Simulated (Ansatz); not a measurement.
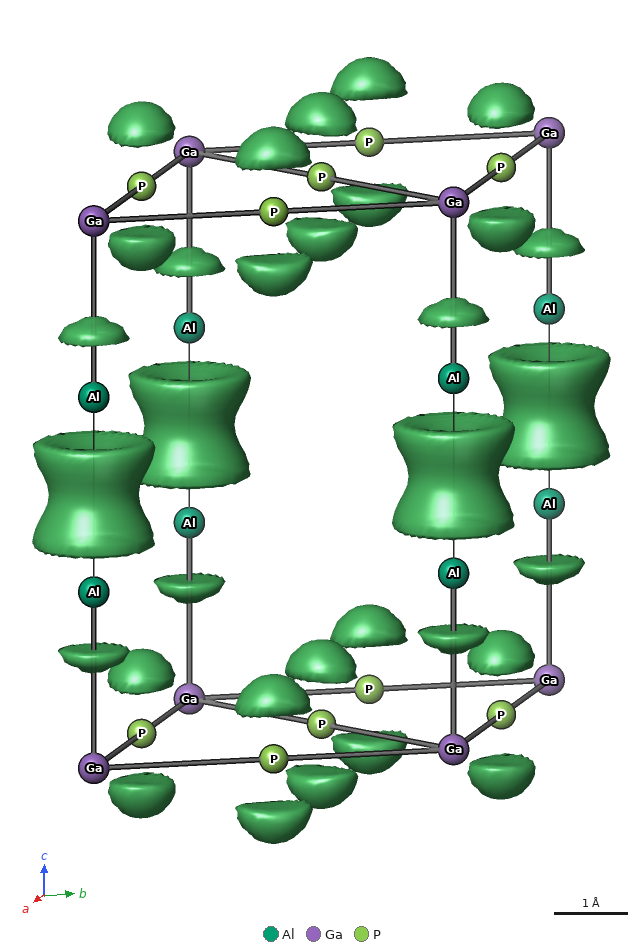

The picture shows: Al₂GaP₃. Isosurface of the ELF at 0.85 (green), seen slightly off an axis. Only the valence region is drawn (cores and ρ < 0.01 e/Å³ removed). Sticks mark near contacts.

Space group P6/mmm; a structure generated by program, which may or may not match a known phase.

These are results of Ansatz 0.2.0, DFT PBE, scalar-relativistic, plane waves, PAW, not measurements.

Core electrons are frozen (PAW), and the valence fields are smoothed inside the atomic spheres.

> What do the ELF domains correspond to?

At this value the surface marks out two lobes of the valence shell of Al pointing towards Ga (polar bonds), six lobes on P, pointing away from the bonds (lone pairs) and one pocket between the atoms, centred on no nucleus (multi-centre or interstitial), counted in one cell of 6 atoms. Any copies at cell faces, edges or corners count once.

Values along the shortest contacts:
Al–Ga (2.49 Å): the ELF peaks at about 0.90 between the atoms. Ga–P (2.58 Å): the ELF peaks at about 0.80 in the valence shell of P, 0.8 Å from its nucleus, and drops to about 0.25 between the two atoms.
